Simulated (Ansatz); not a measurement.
# How BiAs (hypothetical, Fm-3m) expands on warming, part 3 of 3

Wanted: α(T), C_P(T) and B(T) of BiAs (hypothetical) in the quasi-harmonic approximation. The compound is hypothetical: it was made by swapping elements on a known structure type.

Ansatz 0.2.0; DFT PBEsol, scalar-relativistic, plane waves, PAW.

So far. Step 5 (Tight relaxation): The residual pressure is -1.6e-4 GPa, small enough for phonons. Step 6 (A run with changed settings: basis.xc_grid = 1): The run ends at a pressure of 0.00 GPa. The relaxed cell has a = 5.943 Å (conventional setting).

### 9. The quasi-harmonic study, q-mesh 4×4×4

Thermal expansion follows from how the free energy of the vibrations (and of the electrons in a metal) changes with strain, so the program makes strained cells, their phonons and a fit in one run.

input.yaml reads:

```yaml
crystal:
  lattice:
    - [2.1010823625, 1.2130604676, 3.4310482122]
    - [-2.1010823625, 1.2130604676, 3.4310482122]
    - [0.0, -2.4261209352, 3.4310482122]
  atoms:
    - { symbol: Bi, position: [0.5, 0.5, 0.5] }
    - { symbol: As, position: [0.0, 0.0, 0.0] }
kpoints:
  mp_grid: { grid: [12, 12, 12] }
hamiltonian:
  xc: pbesol
scf:
  occupations: { method: gaussian, width: 0.01 }
output:
  eigenvalues: true
phonons:
  method: dfpt
  qmesh: [4, 4, 4]
  temperatures: { t_max: 800.0, t_step: 50 }
  thermal_expansion: {}
```

Started as:

```console
$ ansatz run input.yaml --threads 4 --pin off --max-ram 8192MiB --backend cpu --events-out ev --progress --plain --runs-dir out
```

Numbers of over 12 decimals in the logs are rounded to 6 here.

The program printed:

```text
Warning: crystal.lattice, of which some number shows no typed digit to judge by, misses the space group found at crystal.symmetry.tolerance 1.0e-5 by more than rounding, which is why this is a warning: the operation that it misses by the most changes a squared length by the fraction 2.70e-6, and from 1e-6 on that is taken for a strain and not for rounding. The run uses the lattice that is a stretch of the typed one, with no rotation, onto the one that keeps every operation to a double's rounding (on a very oblique basis the stretch itself rounds by more); the deck's lattice vector that moved farthest moved by 3.48e-6 Å. [rest of the remark cut]
The last accepted step is kept in <dir> (removed where the run ends without a failure and the disk answers)
Engine: ansatz 0.2.0, aarch64-unknown-linux-gnu
Pseudopotentials: kind: paw
Pseudopotential: Bi, paw, valence charge 15, recommended cutoff 420 eV (normal), Bi.paw.azcp
Pseudopotential: As, paw, valence charge 15, recommended cutoff 420 eV (normal), As.paw.azcp
Functional definition: PBEsol
  exchange = pbesol_x
  correlation = pbesol_c
Crystal: 2 atoms, lattice volume = 52.469 Å³
Basis set: ecut = 487.2 eV, 1243 PW (Γ), exchange–correlation on 64×64×64 points (8 copies of the dense FFT grid, shifted against one another)
Bands: 19, of which v1, the nominal top of the filled ones, is band 15 counted from 1 (14 counted from 0)
Symmetry: 48 space group operations
Space group: Fm-3m (ITA 225), of the structure as read, at distance tolerance 3.7e-5 Å
k-points: 72 of 1728
Non-local potential: Bi, projectors of the file, l = 0: 2, l = 1: 2, l = 2: 2, l = 3: 2
Non-local potential: As, projectors of the file, l = 0: 2, l = 1: 2, l = 2: 3, l = 3: 1
PAW form: soft (Blöchl's): semilocal exchange-correlation on the pseudo side does not see the compensation charge
PAW frozen core: Bi, regenerated for the run's functional, and the local potential with it (the file was generated under x = pbe(κ = 0.804, μ = 0.219515), c = pbe(β = 0.066725))
PAW frozen core: As, regenerated for the run's functional, and the local potential with it (the file was generated under x = pbe(κ = 0.804, μ = 0.219515), c = pbe(β = 0.066725))
PAW one-centre angular grid: Bi, 590 points (default); XC on 64 Gauss nodes
PAW one-centre angular grid: As, 590 points (default); XC on 64 Gauss nodes
Initial density: superposition of atomic densities (neutral atoms: chi_scale 0, normalization atom), corrected by the library's trained network
Initial wavefunctions: pseudopotential atomic-orbital guess
Functional: x = pbesol(κ = 0.804, μ = 0.123457), c = pbesol(β = 0.046)
SCF iter   1: F=—  HF=-17055.015575 eV  |F-HF|=—  |Δ(HF+E_count)|=         —  Δρ=1.15e-3  dr2=5.20e-4  ethr=1.77e-3  ⟨swp⟩=6.5  Hψ=6382  notcnv=0
[...]
E_hartree    = 1397.511292
  E_xc         = -229.484891
  E_vxc        = -223.988676  (∫ρ·V_xc dr)
  E_paw        = -12302.056841  (= ΣΔE_a)
  E_vpaw       = -55.621689  (= ΣTr[D̂ρ^β])
  E_aug_tail   = -0.000382  (compensation charges beyond the density's cutoff)
  E_ewald      = -3093.722264
  E_core_change = 1.056181  (= ΣΔE_core)
  E_smearing   = -0.000000  (= −TS)
  E_closure    = 0.000000  (closes the sum)
  Σ components = -17055.014505   (vs F -17055.014505, Δ=0.00e0)
--- Forces (eV/Å), atoms counted from 1 ---
  atom   1  Bi     0.00000000    -0.00000000    -0.00000000
  atom   2  As     0.00000000     0.00000000    -0.00000000
  max |Σ_I F_I| component: 6.52e-29 eV/Å
--- Stress (GPa, compression-positive) ---
       -0.002738      -0.000000      -0.000000
       -0.000000      -0.002738      -0.000000
       -0.000000      -0.000000      -0.002738
  P = ⅓ Tr σ = -0.0027 GPa (-0.027 kbar)
--- Band table (eV; the first three rows and the last of 72) ---
  k-point 0: bands = [... 11 lower, 4.6709, 9.3513, 9.3513, 9.3513, 14.7778, 14.7778, 14.7778, 16.7164]
  k-point 1: bands = [... 11 lower, 4.3949, 9.3723, 9.3723, 9.4835, 14.3455, 14.4209, 14.4209, 16.5246]
  k-point 2: bands = [... 11 lower, 3.6876, 9.4413, 9.4413, 9.7686, 13.4965, 13.6447, 13.6447, 16.4654]
  k-point 71: bands = [... 11 lower, 0.6977, 5.9918, 5.9918, 10.8712, 11.6237, 16.3638, 16.3638, 18.0461]
── thermal expansion: 3 new cells, 3 in all ──
thermal expansion: relaxation of cell 2
thermal expansion: relaxation of cell 3
── thermal expansion: 2 new cells, 5 in all ──
thermal expansion: relaxation of cell 4
thermal expansion: lower-state search of cell 4
thermal expansion: electrons of cell 4
thermal expansion: phonons of cell 4
WARN: thermal expansion, phonons of cell 4: eigensolver did not converge (k=6): 1 band(s) unlocked after 20 sweeps at ethr=1.00e-12 eV (lowest unlocked band 18, counted from 0; max residual 1.42e-5 eV among the unlocked bands, 1.42e-5 eV over every band)
WARN: thermal expansion: eigensolver_not_converged in the phonons of 1 cell: 4
WARN: thermal expansion: phonon_interpolation_lacks_dipole_term in the phonons of 1 cell: 4
WARN: thermal expansion: vibrations_at_or_below_zero in the phonons of 1 cell: 4
this run last wrote the structure of step 1 to <dir>
--- Relaxed structure (1 steps of the walk, 1 accepted, 0 SCFs on fresh bases) ---
  F+E_penalty+E_count = -17055.01450524 eV   max|allowed force component| = 3.261e-29 eV/Å
  atoms:
    - { symbol: Bi, position: [0.5, 0.5, 0.5] }
    - { symbol: As, position: [0.0, 0.0, 0.0] }
--- Thermal expansion: 5 cells in 2 rounds, 0 GPa ---
  no lower state was reached at cell 4
  not told: vibrations stand at or below zero in cell 4 (0.047 modes a cell, the lowest at -128.5 cm⁻¹): the crystal is at no minimum there, or its k-points are too few: type the crystal that it becomes, another pressure, or a denser kpoints.mp_grid, in a new run
  eigensolver_not_converged in the phonons of 1 cell: 4
  phonon_interpolation_lacks_dipole_term in the phonons of 1 cell: 4
  vibrations_at_or_below_zero in the phonons of 1 cell: 4
Error: vibrations stand at or below zero in cell 4 (0.047 modes a cell, the lowest at -128.5 cm⁻¹): the crystal is at no minimum there, or its k-points are too few: type the crystal that it becomes, another pressure, or a denser kpoints.mp_grid, in a new run
[key lines of the parts left out:]
SCF converged after 7 iterations
Free energy (F): -17055.014505 eV
Fermi energy:    10.962216 eV
```

Run time: 13 min. Hardware: 4 threads of Arm Neoverse V2, shared host; peak memory 4.9 GiB; 50 min of CPU time.

The run ended with an error.

The program's message: “vibrations stand at or below zero in cell 4 (0.047 modes a cell, the lowest at -128.5 cm⁻¹): the crystal is at no minimum there, or its k-points are too few: type the crystal that it becomes, another …”

### 10. Phonons of the refused cell

The study refused this cell, so its phonons are run alone to see which modes are imaginary.

input.yaml, the sections that differ from step 9:

```yaml
phonons:
  method: dfpt
  qmesh: [4, 4, 4]
  temperatures: { t_max: 1000, t_step: 50 }
  qpath:
    path:
      - [[0.0, 0.0, 0.0], [0.49999952, 0.5, -4.8e-07], [0.62499976, 0.37500012, -3.6e-07]]
      - [[0.37500036, 3.6e-07, -0.375], [0.0, 0.0, 0.0], [0.50000024, 2.4e-07, 0.0], [0.5, 0.25000024, -0.25000024], [0.49999952, 0.5, -4.8e-07]]
    npoints: 10
# crystal, kpoints, hamiltonian, scf, output: as in step 9
```

The program printed:

```text
[...]
Crystal: 2 atoms, lattice volume = 52.469 Å³
Basis set: ecut = 420 eV, 965 PW (Γ), exchange–correlation on 60×60×60 points (8 copies of the dense FFT grid, shifted against one another)
Bands: 19, of which v1, the nominal top of the filled ones, is band 15 counted from 1 (14 counted from 0)
Symmetry: 48 space group operations
k-points: 72 of 1728
[...]
SCF iter   1: F=—  HF=-17055.013953 eV  |F-HF|=—  |Δ(HF+E_count)|=         —  Δρ=1.13e-3  dr2=5.09e-4  ethr=1.77e-3  ⟨swp⟩=6.5  Hψ=6359  notcnv=0
[...]
SCF iter   7: F=-17055.012868 eV  HF=-17055.012868 eV  |F-HF|=0.00e0  |Δ(HF+E_count)|=  1.93e-10  Δρ=1.33e-7  dr2=6.11e-12  ethr=1.00e-12  ⟨swp⟩=7.0  Hψ=7222  notcnv=0
SCF 1 converged in 7 iterations: F = -17055.012868 eV  dr2 = 6.11e-12
[...]
SCF iter   8: F=-17055.012868 eV  HF=-17055.012868 eV  |F-HF|=3.64e-12  |Δ(HF+E_count)|=  7.28e-12  Δρ=6.46e-9  dr2=2.27e-14  ethr=1.00e-12  ⟨swp⟩=1.1  Hψ=3046  notcnv=0
SCF 2 converged in 8 iterations: F = -17055.012868 eV  dr2 = 2.27e-14
k-points: 189 of 1728 (irreducible under 6 space group operations, time reversal used)
[...]
SCF iter   3: F=-17055.012868 eV  HF=-17055.012868 eV  |F-HF|=5.82e-11  |Δ(HF+E_count)|=  1.13e-10  Δρ=2.48e-7  dr2=2.56e-11  ethr=1.00e-12  ⟨swp⟩=4.4  Hψ=16910  notcnv=0
SCF 3 converged in 3 iterations: F = -17055.012868 eV  dr2 = 2.56e-11
NSCF: frozen V_eff on 189 k-points
[...]
DFPT response loops at q = (0, 0, 0) (fractional): preconditioner auto → Resta (q_TF=auto, 2.486 Å⁻¹)  ε∞=26.0 (no band partly filled); β = 1.00, the filter's whole step (`scf.mixing.beta` (0.50) is not read by the response loops at its default; to damp them type it under 1.00, their step now; it binds the ground state too); Broyden in place of MSR1
[...]
SCF converged after 7 iterations
Free energy (F): -17055.012868 eV
[...]
Internal energy: -17055.012868 eV  (E = F + TS)
E sigma→0 (E₀):  -17055.012868 eV
Fermi energy:    10.962314 eV
[...]
--- Band table (eV; the first three rows and the last of 72) ---
  k-point 0: bands = [... 11 lower, 4.6708, 9.3516, 9.3516, 9.3516, 14.7780, 14.7780, 14.7780, 16.7167]
  k-point 1: bands = [... 11 lower, 4.3949, 9.3725, 9.3725, 9.4836, 14.3457, 14.4212, 14.4212, 16.5249]
  k-point 2: bands = [... 11 lower, 3.6876, 9.4415, 9.4415, 9.7687, 13.4968, 13.6450, 13.6450, 16.4658]
  k-point 71: bands = [... 11 lower, 0.6978, 5.9919, 5.9919, 10.8713, 11.6239, 16.3642, 16.3642, 18.0463]
--- Phonons (Γ-DFPT): 2 representative perturbations + reference (Σ response iterations 6) ---
  ASR residual: 1.511e-4 → 0.000e0 eV/Å²; symmetrization residual: 7.658e-6 eV/Å²
  ASR residual per site (eV/Å²): 1.51e-4 2.92e-5
  Γ frequencies (cm⁻¹): -128.39 -128.39 -128.39 0.00 0.00 0.00
--- Phonons (arbitrary-q DFPT): 8 irreducible q on the 4×4×4 mesh ---
  q = [0.0000, 0.0000, 0.0000] (star 1, of the zone-centre solve; hermiticity 4.58e-6, symmetrization 1.78e-11): -128.39 -128.39 -128.39 -0.00 0.00 0.00
  q = [0.0000, 0.0000, 0.2500] (star 8, 4 solved perturbations on 936 of 1728 k-point pairs; hermiticity 6.05e-6, symmetrization 2.96e-7): 50.20 50.20 72.77 130.29 130.29 153.28
[...]
sum rule: each row above includes the acoustic sum rule's correction from the zone centre's row sums; it moved no ω² by more than (0.44 cm⁻¹)²
  mesh force constants: q→R imaginary residual 1.22e-18; ASR residual 1.511e-4 → 0.000e0 eV/Å²; symmetrization residual 3.553e-15 eV/Å²
  interpolated dispersion: 62 rows × 6 modes
  density of states and harmonic sums: on the 20×20×20 q-mesh, interpolated from the force constants of a 4×4×4 supercell (no non-analytic term)
  largest difference from the sums on the solved wave vectors: F 6.83e-4 eV, S 4.83e-6 and C_V 3.10e-6 eV/K
  zero-point energy: 0.033279 eV/cell   skipped modes (ω ≤ 0): 43, of them read as no rigid motion or as one in doubt: 40 (6.988e-2 modes/cell left out, lowest -128.39 cm⁻¹)   left out of the sums: 1.17e-2 of the cell's modes: C_V's classical limit lies that fraction below 3 k_B per atom; for a crystal, a wire or a layer, F and S can be off by more, and a phonons.interpolated_qmesh denser along its periods is the remedy for the sampling
```

Run time: 6.6 min. Hardware: 4 threads; peak memory 4.2 GiB.

Numbers from this step:

* Γ frequencies: -128.4, -128.4, -128.4, 0, 0, 0 cm⁻¹ (negative: imaginary)
* lowest frequency on the path: -128.4 cm⁻¹
* point group: m-3m
* highest frequency: 171.7 cm⁻¹

No LO-TO term. The phonon branches at the labelled points (cm⁻¹):

| point | branch 1 | branch 2 | branch 3 | branch 4 | branch 5 | branch 6 |
| --- | --- | --- | --- | --- | --- | --- |
| Γ | -128 | -128 | -128 | 0 | 0 | 0 |
| X | 22 | 22 | 41 | 97 | 97 | 100 |
| U | 45 | 46 | 64 | 91 | 120 | 142 |
| jump to K | 45 | 46 | 64 | 91 | 120 | 142 |
| Γ | -128 | -128 | -128 | 0 | 0 | 0 |
| L | 76 | 76 | 110 | 144 | 144 | 159 |
| W | 41 | 41 | 81 | 98 | 98 | 143 |
| X | 22 | 22 | 41 | 97 | 97 | 100 |

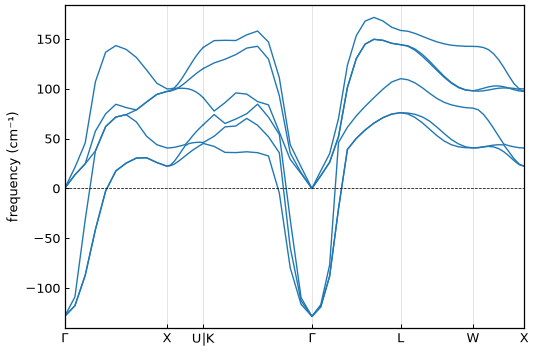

Phonon branches along the path.

The phonon density of states has structure finer than the step of the table below, so its rows give means over 25 cm⁻¹, whole bins alone (the curve runs from -128 to 172 cm⁻¹). Peaks (cm⁻¹: height): 42.5: 0.0840, 97.5: 0.0516, 142.5: 0.0588.

Tetrahedra on 20 20 20, mean over bins of 5 cm⁻¹. Phonon density of states against wavenumber; means over each step:

| wavenumber (cm⁻¹) | phonon density of states (1/cm⁻¹/cell) |
| --- | --- |
| -100 | 4.6e-4 |
| -75 | 5.8e-4 |
| -50 | 6.1e-4 |
| -25 | 6.8e-4 |
| 0 | 0.00110 |
| 25 | 0.0116 |
| 50 | 0.0589 |
| 75 | 0.0462 |
| 100 | 0.0451 |
| 125 | 0.0352 |
| 150 | 0.0376 |

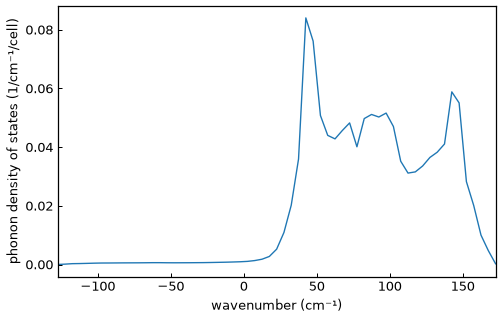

Phonon density of states against wavenumber.

No LO-TO term. The modes at Γ (shares of kinetic energy by element, %) (negative means imaginary):

| mode | frequency (cm⁻¹) | symmetry | Bi % | As % |
| --- | --- | --- | --- | --- |
| 1 | -128.4 | T1u | 26 | 74 |
| 2 | -128.4 | T1u | 26 | 74 |
| 3 | -128.4 | T1u | 26 | 74 |
| 4 | 0.0 | T1u | 74 | 26 |
| 5 | 0.0 | T1u | 74 | 26 |
| 6 | 0.0 | T1u | 74 | 26 |

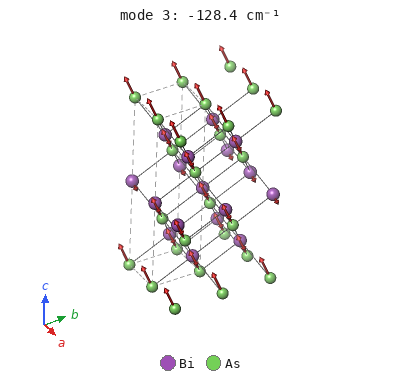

Displacement patterns of mode 3 at Γ; arrows are exaggerated. Bonds to atoms that aren't drawn are left out. 2×2×1 conventional cells are drawn. Some periodic images of atoms are drawn too.

The modes has structure finer than the step of the table below, so its rows give means over 20 cm⁻¹, whole bins alone (the curve runs from -138 to 187 cm⁻¹). Peaks (cm⁻¹: height): As 100.9: 0.0357, 143.8: 0.0554; Bi 43.6: 0.0809.

Phonopy on the run's constants, 17x17x17 mesh, Gaussian sigma 2.3 cm⁻¹. Modes against wavenumber; means over each step; values in 1/cm⁻¹/cell:

| wavenumber (cm⁻¹) | As | Bi |
| --- | --- | --- |
| -120 | 2.6e-4 | 1.0e-4 |
| -100 | 1.8e-4 | 8.2e-5 |
| -80 | 5.6e-4 | 3.2e-4 |
| -60 | 2.3e-4 | 2.5e-4 |
| -40 | 2.7e-4 | 4.8e-4 |
| -20 | 7.3e-5 | 8.8e-4 |
| 0 | 1.2e-5 | 1.1e-4 |
| 20 | 5.7e-4 | 0.00538 |
| 40 | 0.00422 | 0.0492 |
| 60 | 0.00603 | 0.0402 |
| 80 | 0.0189 | 0.0288 |
| 100 | 0.0296 | 0.0160 |
| 120 | 0.0289 | 0.00420 |
| 140 | 0.0442 | 0.00285 |
| 160 | 0.0158 | 0.00105 |

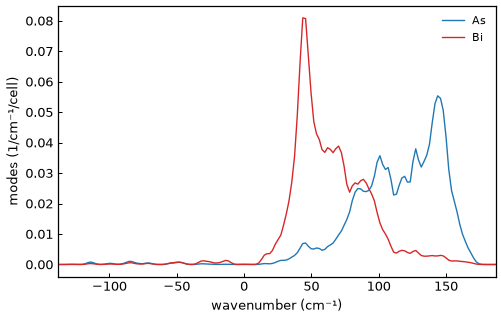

Modes, plotted against wavenumber.

The lowest solved frequency is -128 cm⁻¹, so the cell is unstable here and gives no valid free energy.

### 11. What came out

| Quantity | Value |
| --- | --- |
| lowest frequency at the solved wavevectors | -128 cm⁻¹ |

**Reading.** The relaxation moved the crystal from R-3m to Fm-3m; the results are of the latter. With imaginary harmonic modes at the relaxed cell the quasi-harmonic free energy is undefined, so no expansion is obtained for this phase at this level. The softest solved mode is 128i cm⁻¹ at q = (0, 0, 0), and 1 of 8 solved wavevectors carry a mode beyond 8i cm⁻¹. The PAW files were made for PBE and are used here under another functional, for which the program regenerates the frozen cores.

[Logs are printed without paths, hosts, clocks, repeated set-up lines and the standing remarks that a program may print on its own settings, such as how far it seeks lower states.]

[Hosts, paths, dates, database ids (printed as entryN), source tags and the programs' standing remarks are cut or masked in the printed files.]

[A step with changed settings may run another functional than the one named; its input shows which.]

[Pressures of single members of a volume series are the stress at the run's cutoff; with an incomplete basis they can lie off −dE/dV of the same runs, and they are not shown converged.]
